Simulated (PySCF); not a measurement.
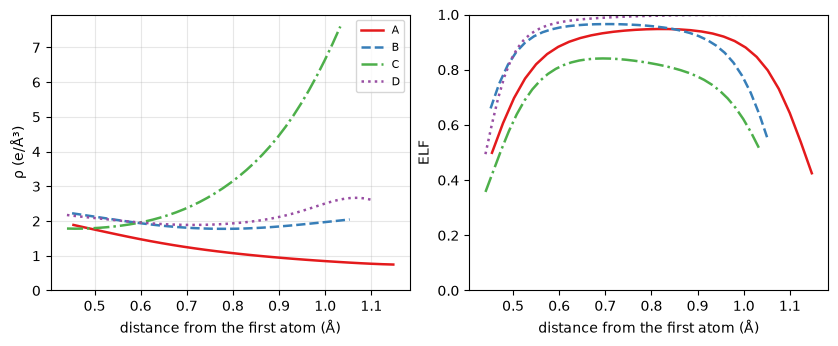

C4H7F3Si. Electron density and electron localisation function along straight lines between neighbouring atoms. The curves leave out the atomic cores.

Geometry: PBE0-D3(BJ)/def2-SVP.

Computed with PySCF, PBE0/pcSseg-1, SCF density, gas phase, non-relativistic.

```xyz
15

F     2.1946   -1.3264   -0.8251
C     1.7031   -0.1776   -0.2929
F     2.6715    0.3466    0.4955
C     0.4751   -0.4696    0.5250
C    -0.7375   -0.9081   -0.3394
C    -1.4444    0.4342   -0.5802
F    -0.8859    1.0646   -1.6867
Si   -0.5652    1.0611    1.0076
H     1.5153    0.5203   -1.1276
H     0.7645   -1.1756    1.3177
H    -0.4768   -1.4386   -1.2712
H    -1.3981   -1.5698    0.2426
H    -2.5345    0.3871   -0.7213
H    -1.3441    0.8285    2.2589
H     0.0448    2.4217    0.9968
```

Which curve belongs to which contact (C–C, C–F, C–H and C–Si)? The first atom named is at distance zero.

Curve A: C–Si (1.91 Å): ρ is about 0.89 e/Å³ halfway; the ELF peaks at about 0.95 between the atoms (a covalent bond). Curve B: C–C (1.50 Å): the density is about 1.8 e/Å³ at the midpoint; the ELF peaks at about 0.95 between the atoms; a covalent bond. Curve C: C–F (1.35 Å): ρ is about 2.3 e/Å³ halfway, with its minimum of 1.8 e/Å³ about 0.5 Å from C; the ELF peaks at about 0.85 between the atoms; a shared but strongly polarised pair. Curve D: C–H (1.10 Å): the density is about 2 e/Å³ at the midpoint; the ELF climbs to about 1 towards the hydrogen, as it does in any bond to H (a covalent bond by its length).
